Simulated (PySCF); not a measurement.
CoOBr: frequency calculation

The run: frequency calculation of CoOBr, multiplicity 5. Method and program: UKS-based PBE0, Co def2-TZVP, O def2-TZVP, Br def2-TZVP; non-relativistic Hamiltonian; density fitting (PySCF 2.14.0).

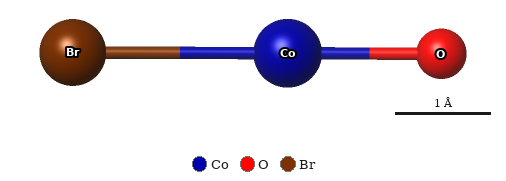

**Figure 1.** The input geometry (ball-and-stick view, seen on its broad side). Sticks mark near contacts. Bond lengths as drawn: Br–Co 2.27 Å and Co–O 1.62 Å.

### The input
```python
from pyscf import gto, scf, dft
mol = gto.M(atom='''
Co    -0.000000    -0.000000    -0.993522
O     -0.000000    -0.000000    -2.614092
Br     0.000000     0.000000     1.271537''',
    basis={'Co': 'def2-TZVP', 'O': 'def2-TZVP', 'Br': 'def2-TZVP'},
    charge=0, spin=4)
mf = dft.UKS(mol, xc='PBE0')
mf.grids.atom_grid = (75, 302)
aux = {'Co': 'def2-universal-JKFIT', 'O': 'def2-universal-JKFIT', 'Br': 'def2-universal-JKFIT'}
mf = mf.density_fit(auxbasis=aux)
mf.conv_tol = 1e-09
mf.diis_space = 10
mf.max_cycle = 60
mf.verbose = 4
mf.kernel()
```

The script is an equivalent of the set-up of the self-consistent field. The run itself was carried out by a driver, which started from the orbitals of the step before it where there was one and computed the further properties.

Machine: 4 threads of AMD EPYC 7571, 16 GiB of memory available, shared host.

Launch command:
```bash
OMP_NUM_THREADS=4 python axn.py task.json out
```

### The program's output
```
init E= -4031.59197571916
  alpha nocc = 37  HOMO = -0.312378577791066  LUMO = 0.013871151226752
  beta  nocc = 33  HOMO = -0.312618883562288  LUMO = -0.158071693668058
  HOMO = -0.312378577791  LUMO = -0.158071693668  gap/eV = 4.19890
cycle= 1 E= -4031.59197571898  delta_E= 1.75e-10  |g|= 2.76e-05  |ddm|= 1.09e-05
  alpha nocc = 37  HOMO = -0.312376967788625  LUMO = 0.0138745573142458
  beta  nocc = 33  HOMO = -0.312618471360623  LUMO = -0.158064565086304
  HOMO = -0.312376967789  LUMO = -0.158064565086  gap/eV = 4.19905
cycle= 2 E= -4031.59197571409  delta_E= 4.9e-09  |g|= 0.000142  |ddm|= 5.41e-05
  alpha nocc = 37  HOMO = -0.312378589836047  LUMO = 0.0138718624315288
  beta  nocc = 33  HOMO = -0.312618998503076  LUMO = -0.158070165727304
  HOMO = -0.312378589836  LUMO = -0.158070165727  gap/eV = 4.19895
cycle= 3 E= -4031.59197571918  delta_E= -5.09e-09  |g|= 1.96e-06  |ddm|= 4.54e-05
  alpha nocc = 37  HOMO = -0.312378427710724  LUMO = 0.0138717651931088
  beta  nocc = 33  HOMO = -0.312618901198578  LUMO = -0.158070388627569
  HOMO = -0.312378427711  LUMO = -0.158070388628  gap/eV = 4.19894
cycle= 4 E= -4031.59197571918  delta_E= 9.09e-13  |g|= 4.04e-07  |ddm|= 1.5e-06
  alpha nocc = 37  HOMO = -0.312378432198492  LUMO = 0.0138717240598183
  beta  nocc = 33  HOMO = -0.312618900170767  LUMO = -0.158070485766139
  HOMO = -0.312378432198  LUMO = -0.158070485766  gap/eV = 4.19893
Extra cycle  E= -4031.59197571917  delta_E= 1.18e-11  |g|= 1.78e-06  |ddm|= 9.44e-07
converged SCF energy = -4031.59197571917  <S^2> = 6.0212512  2S+1 = 5.0084933
```

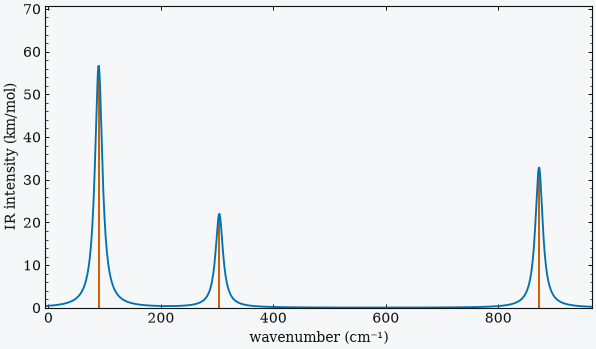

**Figure 2.** Harmonic infrared spectrum, unscaled: sticks (degenerate modes added up, dark ones marked on the axis) with a Lorentzian envelope of 16 cm⁻¹ full width, scaled to the tallest stick. 4 modes from 89 to 873 cm⁻¹, none imaginary. The strongest line is at 89 cm⁻¹ (57 km/mol). All modes, in cm⁻¹ (km/mol): 89 (28), 89 (28), 304 (22), 873 (33).

### Results in brief

| quantity | value |
| --- | --- |
| outcome | converged |
| total energy | −4031.591976 hartree |
| ⟨S²⟩ | 6.021 |
| zero-point energy | 0.003087 hartree |
| dipole moment | 0.07 D |
| wavenumbers, lowest and highest | 89 and 873 cm⁻¹ |
| wall time | 1.9 min (CPU time 5.7 min) |
| peak memory | 1.2 GiB |

### Notes

Checks after the run noted: the SCF density has lower symmetry than the nuclear frame.
